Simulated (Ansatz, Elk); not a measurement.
# Bonding as seen by X-rays: RhCl4

The structure of RhCl4 used here is made up (a known structure type with other elements) and was relaxed beforehand with r2SCAN. The aim is the Fourier transform of its all-electron density, F(hkl), set beside the sum over free spherical atoms that refinements use.

Program: Elk 11.2.3 (patched build). Level of theory: DFT, PBE, all-electron APW+lo, Dirac cores, scalar-relativistic bands, static density, no spin. Results are calculated unless marked as measured.

The structure was built from a prototype and need not be the compound's stable phase.

### 1. Starting point

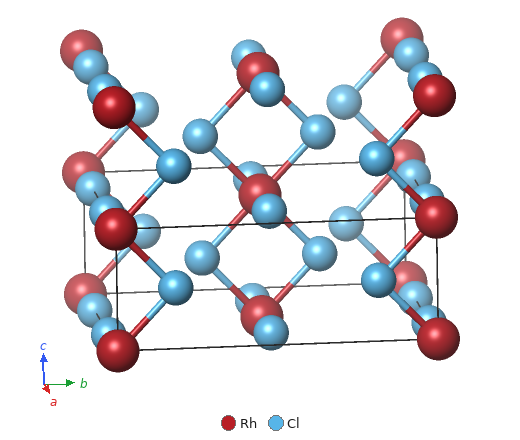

The starting structure, seen slightly off an axis (rhodium red, chlorine blue). 1×1×2 cells are drawn. This picture shows the conventional cell, with its axes. Some periodic images of atoms are drawn too.

Coordinates:

```cif
data_structure
_symmetry_space_group_name_H-M 'Cmmm'
_symmetry_Int_Tables_number 65
_cell_length_a 7.9749
_cell_length_b 8.8353
_cell_length_c 3.3994
_cell_angle_alpha 90.000
_cell_angle_beta 90.000
_cell_angle_gamma 90.000
_cell_volume 239.53
loop_
_atom_site_label
_atom_site_type_symbol
_atom_site_symmetry_multiplicity
_atom_site_Wyckoff_symbol
_atom_site_fract_x
_atom_site_fract_y
_atom_site_fract_z
_atom_site_occupancy
Rh1 Rh 2 a 0.00000 0.00000 0.00000 1
Cl1 Cl 4 g 0.71470 0.00000 0.00000 1
Cl2 Cl 4 j 0.50000 0.31669 0.50000 1
```

### 2. Ground state and structure factors

An all-electron density is needed, since X-rays see the cores too. Task 0 finds the density and task 195 Fourier-transforms it; tshift is off so that phases refer to the origin typed.

elk.in

```
tasks
  0
  195

xctype
  20

spinpol
  .false.

rgkmax
  7.0

gmaxvr
  14.0

lmaxo
  7

lmaxapw
  8

swidth
  0.002

tshift
  .false.

ramdisk
  .false.

hmaxvr
  5.5

maxscl
  120

epspot
  1e-06

sppath
  './'

avec
  7.53521840672 -8.34812438769 -0.00000000000
  7.53521840672 8.34812438769 0.00000000000
  0.00000000000 0.00000000000 6.42400961645

atoms
  2
  'Rh.in'
  1
  -0.0000000000 0.0000000000 0.0000000000   0.000000 0.000000 0.000000
  'Cl.in'
  4
  0.7147027576 0.7147027576 0.0000000000   0.000000 0.000000 0.000000
  0.2852972424 0.2852972424 0.0000000000   0.000000 0.000000 0.000000
  0.1833144746 0.8166855254 0.5000000000   0.000000 0.000000 0.000000
  0.8166855254 0.1833144746 0.5000000000   0.000000 0.000000 0.000000

ngridk
  4 4 7
```

Started as:

```console
$ OMP_NUM_THREADS=4 elk
```

Numbers of over 12 decimals in the logs are rounded to 6 here.

Output:

```text
┌─────────────────────────┐
│ Elk code version 11.2.3 │
└─────────────────────────┘

All units are atomic (Hartree, Bohr, etc.)

┌─────────────────────────────────────────────────┐
│ Ground-state run starting from atomic densities │
└─────────────────────────────────────────────────┘

Lattice vectors :
   7.535218407      -8.348124388      -0.000000000
   7.535218407       8.348124388       0.000000000
   0.000000000       0.000000000       6.424009616

Reciprocal lattice vectors :
  0.4169212469     -0.3763231725       0.000000000
  0.4169212469      0.3763231725      -0.000000000
   0.000000000      -0.000000000      0.9780784405

Unit cell volume      :    808.2038860
Brillouin zone volume :   0.3069153932

Muffin-tin inner radius fraction :   0.1000000000E-01

Nuclei treated as point charges

Species : 1 (Rh)
 parameters loaded from : Rh.in
 name : rhodium
 nuclear charge    :   -45.00000000
 electronic charge :    45.00000000
 atomic mass :    187585.2511
 muffin-tin radius :    2.301841785
 number of radial points in muffin-tin :   1193
 inner part over the whole radius :   0.9884474023E-02
 number on inner part of muffin-tin    :    846
 approximate nuclear radius :   0.8524867730E-04
 number of mesh points to nuclear radius :    426
 atomic positions (lattice), magnetic fields (Cartesian) :
  1 :   0.00000000  0.00000000  0.00000000    0.00000000  0.00000000  0.00000000

Species : 2 (Cl)
 parameters loaded from : Cl.in
 name : chlorine
 nuclear charge    :   -17.00000000
 electronic charge :    17.00000000
 atomic mass :    64626.86550
 muffin-tin radius :    1.947712280
 number of radial points in muffin-tin :    793
 inner part over the whole radius :   0.9974080784E-02
 number on inner part of muffin-tin    :    553
 approximate nuclear radius :   0.6305718926E-04
 number of mesh points to nuclear radius :    255
 atomic positions (lattice), magnetic fields (Cartesian) :
  1 :  -0.28529724 -0.28529724  0.00000000    0.00000000  0.00000000  0.00000000
  2 :   0.28529724  0.28529724  0.00000000    0.00000000  0.00000000  0.00000000
  3 :   0.18331447 -0.18331447  0.50000000    0.00000000  0.00000000  0.00000000
  4 :  -0.18331447  0.18331447  0.50000000    0.00000000  0.00000000  0.00000000

Total number of atoms per unit cell :    5
Total muffin-tin volume :    174.8882168
 ratio of muffin-tin to unit cell volume :   0.2163912099

Spin treatment :
 spin-unpolarised

Number of Bravais lattice symmetries :    8
Number of crystal symmetries         :    8
Crystal has inversion symmetry
Real symmetric eigensolver will be used

k-point grid :      4     4     7
k-point offset :    0.000000000       0.000000000       0.000000000
k-point set is reduced with full crystal symmetry group
Total number of k-points :       28

Muffin-tin radius times maximum |G+k| :    7.000000000
 using average radius
Maximum |G+k| for APW functions       :    3.467856128
Maximum (1/2)|G+k|²                   :    6.013013063
Maximum |G| for potential and density :    14.00000000
Constant for pseudocharge density :    8
 order of it for each species :   15  15
 order of it for pair densities of each species (exact exchange by exxq0 0: 16) :   13   9
Radial integration step length :    1

G-vector grid sizes :     54    54    30
Number of G-vectors :    37433

Maximum angular momentum used for
 APW functions            :    8
 outer part of muffin-tin :    7
 inner part of muffin-tin :    2

Total nuclear charge    :   -113.0000000
Total core charge       :    68.00000000
Total valence charge    :    45.00000000
Total excess charge     :    0.000000000
Total electronic charge :    113.0000000

Effective Wigner radius, rₛ :    1.195229473

Number of empty states         :     20
Total number of valence states :     43
Total number of core states    :     68

Third-order local-orbitals added for an l without core states : T
Total number of local-orbitals :     38

Exchange-correlation functional :     20     0     0
[...]
xc potential                :     -304.60466687628
 exchange                    :     -245.95482872764
 correlation                 :     -5.060363
 electron entropic           :    -0.25898487904701E-02
 total energy                :     -6632.2581472857

Density of states at Fermi energy :    198.0390724
 (states/Hartree/unit cell)

Estimated indirect band gap :   0.8531703450E-03
 from k-point 5 to k-point 1
Estimated direct band gap   :   0.1590865455E-02
 at k-point 2

Charges :
 core                        :    68.00000000
 valence                     :    45.00000000
 interstitial                :    10.99498540
 muffin-tins (core leakage)
  species : 1 (Rh)
   atom 1                    :    41.99265184     ( -0.1297186003E-06)
  species : 2 (Cl)
[...]
total in muffin-tins        :    102.0050146
 total calculated charge     :    112.9985254
 total charge                :    113.0000000
 error                       :   0.1474639001E-02

RMS change in Kohn-Sham potential (target) :   0.4466515212     (  0.1000000000E-05)
Absolute change in total energy (target)   :   0.4363522433     (  0.1000000000E-03)

[... loops 3 to 15 left out ...]

┌──────────────────┐
│ Loop number : 16 │
└──────────────────┘

Energies :
 Fermi                       :     0.60962979997198E-01
 sum of occupied eigenvalues :     -3913.0680018950
 electron kinetic            :      6843.2213554106
 core electron kinetic       :      6616.3043354468
 Coulomb                     :     -13222.942019080
 Coulomb potential           :     -10429.368023901
 nuclear-nuclear             :     -598.33436847838
 electron-nuclear            :     -14831.262510387
 Hartree                     :      2206.6548597853
 Madelung                    :     -8008.2580071296
 xc potential                :     -326.92133340451
 exchange                    :     -246.54178831155
 correlation                 :     -5.074853
 electron entropic           :    -0.19704311281045E-02
 total energy                :     -6631.3392757055

Density of states at Fermi energy :    152.9163342
 (states/Hartree/unit cell)

Estimated indirect band gap :   0.2010449998E-02
 from k-point 10 to k-point 5
Estimated direct band gap   :   0.3110651590E-02
 at k-point 12

Charges :
 core                        :    68.00000000
 valence                     :    45.00000000
 interstitial                :    10.51280318
 muffin-tins (core leakage)
  species : 1 (Rh)
[...]
species : 2 (Cl)
[...]
total in muffin-tins        :    102.4871968
 total calculated charge     :    112.9983323
 total charge                :    113.0000000
 error                       :   0.1667739290E-02

RMS change in Kohn-Sham potential (target) :   0.1559550341E-06 (  0.1000000000E-05)
Absolute change in total energy (target)   :   0.1933325893E-04 (  0.1000000000E-03)

Convergence targets achieved

┌──────────────────┐
│ Loop number : 17 │
└──────────────────┘

Energies :
 Fermi                       :     0.60962953674664E-01
 sum of occupied eigenvalues :     -3913.0680028292
 electron kinetic            :      6843.2213556690
 core electron kinetic       :      6616.3043344159
 Coulomb                     :     -13222.942020339
 Coulomb potential           :     -10429.368021491
 nuclear-nuclear             :     -598.33436847838
 electron-nuclear            :     -14831.262515221
 Hartree                     :      2206.6548633609
 Madelung                    :     -8008.2580095933
 xc potential                :     -326.92133700762
 exchange                    :     -246.54178832336
 correlation                 :     -5.074853
 electron entropic           :    -0.19704312669063E-02
 total energy                :     -6631.3392767279

Density of states at Fermi energy :    152.9163526
 (states/Hartree/unit cell)

Estimated indirect band gap :   0.2010446497E-02
 from k-point 10 to k-point 5
Estimated direct band gap   :   0.3110652379E-02
 at k-point 12

Charges :
 core                        :    68.00000000
 valence                     :    45.00000000
 interstitial                :    10.51280307
 muffin-tins (core leakage)
  species : 1 (Rh)
[...]
species : 2 (Cl)
[...]
atom 2                    :    14.83002084     (  0.1001846519E-03)
   atom 3                    :    14.85567007     (  0.1002462891E-03)
   atom 4                    :    14.85567007     (  0.1002462891E-03)
 total in muffin-tins        :    102.4871969
 total calculated charge     :    112.9983323
 total charge                :    113.0000000
 error                       :   0.1667739935E-02

┌──────────────────────────────┐
│ Self-consistent loop stopped │
└──────────────────────────────┘

Warning : core states of species 2 leak from the muffin-tin :   0.1002462891E-03

Wrote STATE.OUT
```

Elapsed: 34 s, on 4 threads of Arm Neoverse V2, shared host; peak memory 0.2 GiB; 1.7 min of CPU time.

SFACRHO.OUT:

```text

h k l indices transformed by vhmat matrix:
   1.000000000       0.000000000       0.000000000    
   0.000000000       1.000000000       0.000000000    
   0.000000000       0.000000000       1.000000000    

      h      k      l  multipl.   |H|            Re(F)            Im(F)           |F|

      0      0      0      1   0.0000000       113.00000      0.87218148E-17   113.00000    
      0      1      0      4  0.56164264       48.410585      -0.0000000       48.410585    
     -1      1      0      2  0.75264634       50.884525      -0.0000000       50.884525    
     -1     -1      0      2  0.83384249       42.770937      0.77721141E-14   42.770937    
      0      0      1      2  0.97807844       38.945274      0.13827935E-13   38.945274    
      2      0      0      4   1.1232853      -3.1944908      0.70100513E-14   3.1944908    
      0      1      1      8   1.1278652       21.373376      0.84120615E-14   21.373376    
     -2      1      0      4   1.2034930       7.3864276      0.35050256E-15   7.3864276    
     -1      1      1      4   1.2341450       78.446467     -0.12618092E-13   78.446467    
      1      1      1      4   1.2852746      -10.451249      0.23486309E-13   10.451249    
     -2     -1      0      4   1.3061505       60.995509      0.70100513E-14   60.995509    
      0     -2     -1      8   1.4894319       29.154439      0.15422113E-13   29.154439    
     -2      2      0      2   1.5052927       54.288203      -0.0000000       54.288203    
     -1      2      1      8   1.5508169       50.343213     -0.17875631E-13   50.343213    
     -2     -1      1      8   1.6317679       37.869722      0.14020103E-14   37.869722    
     -2     -2      0      2   1.6676850       67.607642      0.14675596E-13   67.607642    
      0      3      0      4   1.6849279       25.805848      0.87625641E-14   25.805848    
     -1      3      0      4   1.7208136       11.498262      -0.0000000       11.498262
```

Elk indexes on the primitive cell of elk.in and gives |H| = 4π sin θ/λ in inverse bohr. Below, one row stands for each form hkl of the conventional cell (m members, Friedel mates merged), F is for one primitive cell and the density is static (no thermal factor). Free-atom factors are Waasmaier and Kirfel's, and R is Σm||F|−|F'||/Σm|F|.

```
hkl  m  sin θ/λ (Å⁻¹)  abs F, DFT  neutral atoms   diff.    ions   diff.
110  4          0.085      48.411         48.491  -0.080  45.910  +2.501
020  2          0.113      50.885         50.932  -0.047  49.008  +1.877
200  2          0.125      42.771         43.227  -0.456  41.375  +1.396
001  2          0.147      38.945         39.187  -0.241  37.698  +1.247
220  4          0.169       3.195          2.874  +0.321   4.217  -1.022
111  8          0.170      21.373         21.635  -0.262  20.439  +0.934
130  4          0.181       7.386          7.731  -0.345   6.708  +0.678
021  4          0.186      78.447         78.430  +0.016  77.633  +0.813
201  4          0.193      10.451          9.945  +0.506  10.747  -0.296
310  4          0.196      60.995         61.077  -0.082  60.345  +0.651
221  8          0.224      29.154         29.412  -0.258  28.996  +0.159
040  2          0.226      54.288         54.692  -0.403  54.217  +0.071
131  8          0.233      50.343         50.359  -0.016  49.951  +0.392
311  8          0.245      37.870         38.040  -0.171  37.770  +0.100
400  2          0.251      67.608         67.864  -0.256  67.495  +0.113
330  4          0.253      25.806         26.035  -0.229  25.874  -0.068
240  4          0.259      11.498         11.765  -0.266  11.707  -0.209
041  4          0.270      54.427         54.692  -0.265  54.486  -0.059
```

The ions are Rh4+ and Cl−, by formal charge.

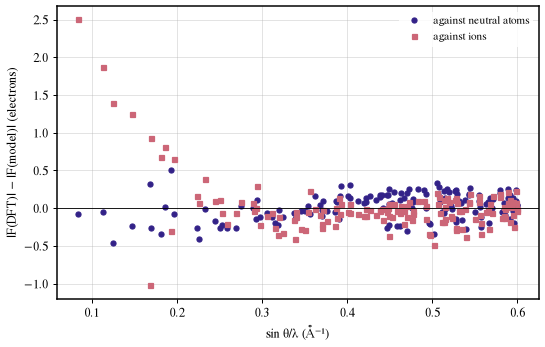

Difference between the calculated structure factors and the independent-atom ones.

### 3. The highest occupied states alone

An energy window below the Fermi level keeps the highest occupied states, to see at which angles they scatter; shallow core shells can lie inside it and anion s states outside. No new self-consistency is needed.

elk.in: that of step 2 with these lines changed.

```diff
@@ -1,3 +1,2 @@
 tasks
-  0
   195
@@ -40,2 +39,5 @@
 
+wsfac
+  -0.490280 0.360960
+
 sppath
```

Started as:

```console
$ OMP_NUM_THREADS=4 elk
```

Output:

```text
┌─────────────────────────────────┐
│ Elk code version 11.2.3 started │
└─────────────────────────────────┘

Info(readinput): the functional depends on the density's gradient
 muffin-tin radial points multiplied by    2.00000
 (not where nrmtscf is given)

┌────────────────────┐
│ Current task : 195 │
└────────────────────┘
Info(checkmt): changed muffin-tin radius of species 1 (Rh) from   2.6000 to   2.3018
Info(checkmt): changed muffin-tin radius of species 2 (Cl) from   2.2000 to   1.9477

Info(sfacrho): density structure factors written to SFACRHO.OUT

 Energy window :  -0.4902800000      0.3609600000

┌──────────────────┐
│ Elk code stopped │
└──────────────────┘
```

Elapsed: 9.5 s, on 4 threads; peak memory 0.16 GiB; 12 s of CPU time.

States within 15 eV below the Fermi level hold 35.75 electrons; any levels below the window count with the cores, and a count that is not whole means the window cuts a band. Their amplitudes can exceed the total, where window and core parts have opposite phase:

| hkl | sin θ/λ (Å⁻¹) | abs F, window | abs F, all |
| --- | --- | --- | --- |
| 110 | 0.085 | 8.911 | 48.411 |
| 020 | 0.113 | 9.929 | 50.885 |
| 200 | 0.125 | 5.589 | 42.771 |
| 001 | 0.147 | 5.553 | 38.945 |
| 220 | 0.169 | 5.940 | 3.195 |
| 111 | 0.170 | 0.332 | 21.373 |
| 130 | 0.181 | 2.705 | 7.386 |
| 021 | 0.186 | 13.204 | 78.447 |
| 201 | 0.193 | 6.340 | 10.451 |
| 310 | 0.196 | 8.570 | 60.995 |

### 4. Another functional

The difference from free atoms is small, so it is set against the change that LDA (Perdew-Wang) makes.

elk.in: that of step 3 with these lines changed.

```diff
@@ -1,2 +1,3 @@
 tasks
+  0
   195
@@ -4,3 +5,3 @@
 xctype
-  20
+  3
 
@@ -39,5 +40,2 @@
 
-wsfac
-  -0.490280 0.360960
-
 sppath
```

Started as:

```console
$ OMP_NUM_THREADS=4 elk
```

Output:

```text
┌─────────────────────────┐
│ Elk code version 11.2.3 │
└─────────────────────────┘

All units are atomic (Hartree, Bohr, etc.)

┌─────────────────────────────────────────────────┐
│ Ground-state run starting from atomic densities │
└─────────────────────────────────────────────────┘

Lattice vectors :
   7.535218407      -8.348124388      -0.000000000
   7.535218407       8.348124388       0.000000000
   0.000000000       0.000000000       6.424009616

Reciprocal lattice vectors :
  0.4169212469     -0.3763231725       0.000000000
[...]
valence                     :    45.00000000
 interstitial                :    10.62349951
 muffin-tins (core leakage)
  species : 1 (Rh)
[...]
species : 2 (Cl)
[...]
atom 3                    :    14.82523035     (  0.9411603173E-04)
   atom 4                    :    14.82523035     (  0.9411603173E-04)
 total in muffin-tins        :    102.3765005
 total calculated charge     :    112.9983728
 total charge                :    113.0000000
 error                       :   0.1627227146E-02

┌──────────────────────────────┐
│ Self-consistent loop stopped │
└──────────────────────────────┘

Wrote STATE.OUT
[key lines of the parts left out:]
total energy                :     -6621.5781569132
```

Run time: 24 s. Hardware: 4 threads; peak memory 0.18 GiB.

Against the first run R = 0.05 %; the largest change is -0.085 at 021.

### 5. Basis size

The basis and the expansions that go with it are enlarged, to see whether the differences are converged.

elk.in: that of step 4 with these lines changed.

```diff
@@ -5,3 +5,3 @@
 xctype
-  3
+  20
 
@@ -11,12 +11,12 @@
 rgkmax
-  7.0
+  8.5
 
 gmaxvr
-  14.0
+  18.0
 
 lmaxo
-  7
+  9
 
 lmaxapw
-  8
+  10
```

Started as:

```console
$ OMP_NUM_THREADS=4 elk
```

Output:

```text
┌─────────────────────────┐
│ Elk code version 11.2.3 │
└─────────────────────────┘

All units are atomic (Hartree, Bohr, etc.)

┌─────────────────────────────────────────────────┐
│ Ground-state run starting from atomic densities │
└─────────────────────────────────────────────────┘

Lattice vectors :
   7.535218407      -8.348124388      -0.000000000
   7.535218407       8.348124388       0.000000000
   0.000000000       0.000000000       6.424009616

Reciprocal lattice vectors :
  0.4169212469     -0.3763231725       0.000000000
[...]
muffin-tins (core leakage)
  species : 1 (Rh)
[...]
species : 2 (Cl)
[...]
atom 3                    :    14.85952834     (  0.1003338461E-03)
   atom 4                    :    14.85952834     (  0.1003338461E-03)
 total in muffin-tins        :    102.5101510
 total calculated charge     :    112.9996544
 total charge                :    113.0000000
 error                       :   0.3455859880E-03

┌──────────────────────────────┐
│ Self-consistent loop stopped │
└──────────────────────────────┘

Warning : core states of species 2 leak from the muffin-tin :   0.1003338461E-03

Wrote STATE.OUT
[key lines of the parts left out:]
total energy                :     -6631.3478936016
```

Elapsed: 1.9 min, on 4 threads; peak memory 0.49 GiB.

Against the first run R = 0.01 %; the largest change is +0.014 at 603.

### 6. Settings against the effect

```csv
run,R against the first run (%),"R against neutral atoms, low angle (%)",wall time
"PBE, rgkmax 7",0.00,0.49,34 s
LDA (Perdew-Wang),0.05,0.50,24 s
rgkmax 8.5 with larger expansions,0.01,0.48,1.9 min
```

### 7. What came out

| Item | Value |
| --- | --- |
| R against neutral atoms, sin θ/λ < 0.3 Å⁻¹ | 0.49 % |
| R against neutral atoms, 0.3 to 0.60 Å⁻¹ | 0.55 % |
| R against ions, below 0.3 Å⁻¹ | 1.27 % |

Independent neutral atoms miss the calculated amplitudes by R = 0.49 % below 0.3 Å⁻¹ and 0.55 % from there to 0.60 Å⁻¹; by shells, 0.39 % below 0.15 Å⁻¹ (4 forms), 0.50 % 0.15 to 0.3 (20 forms), 0.45 % 0.3 to 0.45 (45 forms), 0.62 % above 0.45 (80 forms). Bonding, aspherical density and the tables' own atoms all enter these figures, and the runs don't part them. The largest change of an amplitude is +0.51 electrons, at 201. Formal ions give R = 1.27 % at low angle, further off than neutral atoms. The window's part falls from 35.7 electrons at the origin to at most 0.74 between 0.45 and 0.60 Å⁻¹. Below 0.3 Å⁻¹ the changes that finished (LDA (Perdew-Wang) and rgkmax 8.5 with larger expansions) move F by R = 0.06 % at most, against the 0.49 % that separates it from free atoms. The k-mesh has no finished test. These runs have no spin, though d or f shells may be open. The electron count is odd, so without spin the run is a metal by force. Part of the difference isn't bonding: the tables are fits to free atoms and ions calculated by other methods than this functional. Thermal motion, anomalous dispersion and extinction are left out.

[Logs are printed without paths, hosts, clocks, repeated set-up lines and the standing remarks that a program may print on its own settings, such as how far it seeks lower states.]

[Hosts, paths, dates, database ids (printed as entryN), source tags and the programs' standing remarks are cut or masked in the printed files.]
